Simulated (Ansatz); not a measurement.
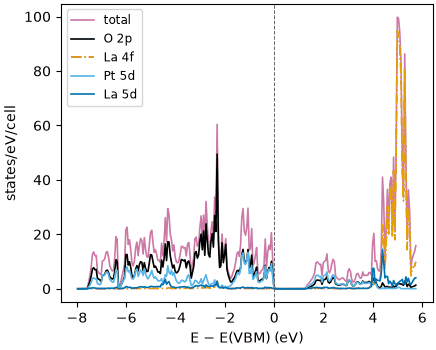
Total and projected density of states of La₂Pt₂O₇ in space group Fd-3m (No. 227; La on 16d, Pt on 16c, O on 48f, O on 8b), r²SCAN (plane waves, PAW; program Ansatz)

Problem. Which orbitals carry the states next to the gap?

Solution. Top 1 eV of the valence band: O 2p 51 %, Pt 5d 43 %. Bottom 1 eV of the conduction band: Pt 5d 50 %, O 2p 33 %, O 2s 8 %, La 5d 5 %. Projections are on Löwdin-orthogonalised atomic valence shells; empty p or d shells of many metals are not among them.

Problem. Where is the tallest occupied peak in this window, and what makes it?

Solution. Near -2.3 eV, about 60 states/eV per cell; the largest projected share is O 2p.

The workflow started from a Materials Project entry (that database holds measured and hypothetical structures alike); the Crystallography Open Database copy checked does not list it. Whether it is the stable phase at ambient conditions was not checked. The r²SCAN relaxation kept the symmetry of its start; its stability against distortions is not shown here. The run is not spin-polarised. Scalar-relativistic: spin–orbit coupling is off unless named, which matters more the heavier the elements.

Potentials: the later of the program's two PAW sets.
